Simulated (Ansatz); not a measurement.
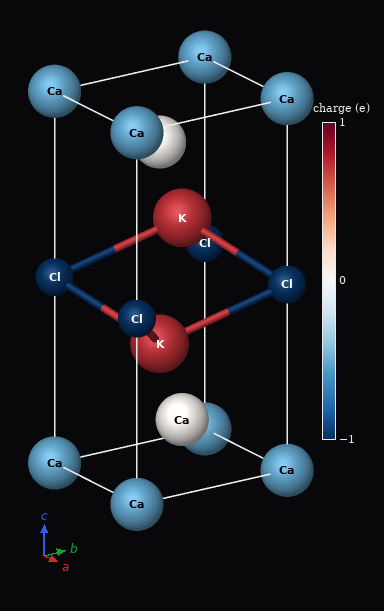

Ball-and-stick model, viewed slightly off an axis. The lines enclose the simulation cell; boundary atoms appear with their images. The atoms of this K2Ca3Cl cell are coloured by their Bader charge.

The calculation used DFT PBE, scalar-relativistic, plane waves, PAW (Ansatz), with a cutoff energy of 420 eV, a 6×6×4 sampling of the Brillouin zone, Gaussian smearing of 0.1 eV, no spin polarisation.

Question: Describe the charge distribution among the elements.

Answer: Most positive: K; most negative: Cl. Charges: about K +0.7 e; Ca -0.5 to 0.0 e; Cl -1.0 e.

The starting point was a structure type filled with these elements by a generator (whether the compound takes this form wasn't checked). Earlier steps of the study, as a rule a relaxation of our own, may have changed the cell and positions, so they can lie some per cent off the listed ones. A calculation with Ansatz used it as input.
